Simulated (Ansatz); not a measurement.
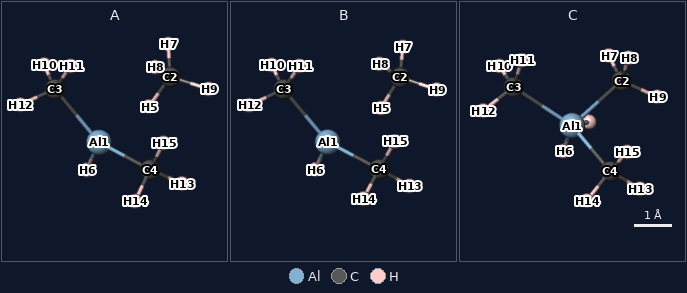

3 geometries from a converged minimum-energy path of C3H11Al, made up of C3H9Al and H$_{2}$, shuffled. The picture is a ball-and-stick view, seen from a free direction.

These are results of RKS PBE0-D4/def2-SVP (Ansatz 0.2.0), not measurements. Set-up: 9 movable images; climbing image; force threshold 0.03 eV/Å; iteration limit 60; starting path through a guess of the saddle point.

Which of them lies highest in energy?

Answer. C. In order along the path, whose images run from 0 to 10: C (image 4, +91.3 kJ/mol), A (image 9, −34.0 kJ/mol), B (image 10, −34.0 kJ/mol). Breaking: Al1–C2 (1.97 → 2.15 at the top → 2.90 Å), H5–H6 (0.77 → 1.06 at the top → 2.47 Å). Forming: Al1–H6 (2.33 → 1.76 at the top → 1.60 Å), C2–H5 (2.82 → 1.49 at the top → 1.10 Å).

Limits of the set-up: the start holds two separate molecules, 2.3 Å apart at their closest, whose relative position is a soft coordinate.

The run took 5.8 min on 2 threads of Arm Neoverse V2, on a shared host, peak memory 0.27 GiB.
